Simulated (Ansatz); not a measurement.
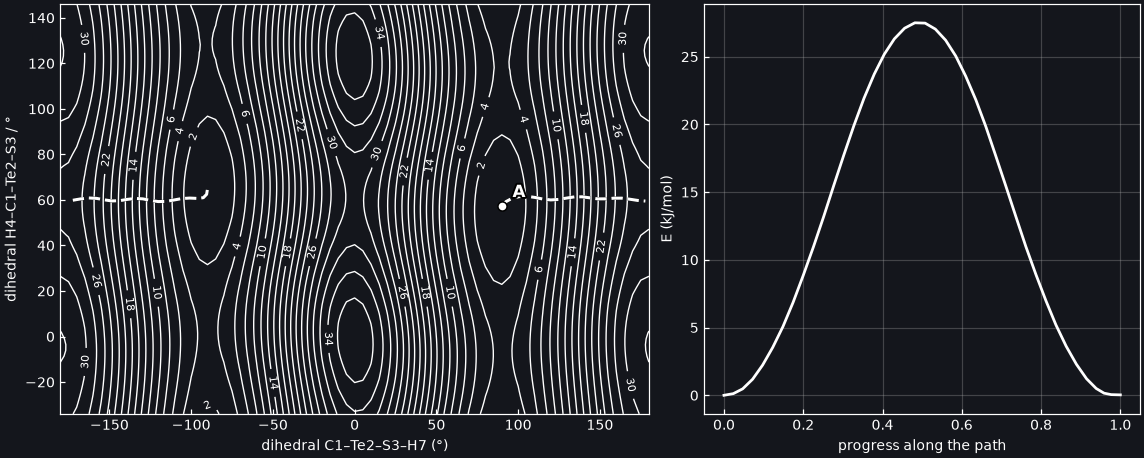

CH4STe, SMILES C[Te]S. Coordinates scanned: (1) dihedral C1–Te2–S3–H7; (2) dihedral H4–C1–Te2–S3. Nothing is relaxed (all other coordinates rigid). The scan uses a 12 × 13 grid. Points are written as (first, second). Energies: kJ/mol, counted from the lowest grid point. All numbers below come from RKS B3LYP-D4/def2-TZVP in Ansatz.

In the figure: contour lines labelled in kJ/mol, a line along the lowest path, the energy along the path at the right, the start A. Between grid points the surface is interpolated.

**Describe the path and its barrier.**

The easiest path leads from the well at (90°, 56°) to a well of about the same depth at about (−90°, 65°). Its highest point lies about 28 kJ/mol above the bottom of the first well on the interpolated surface, at about (180°, 59°). The start is the relaxed structure and all else is held, so a fully relaxed path at this level can only be lower.
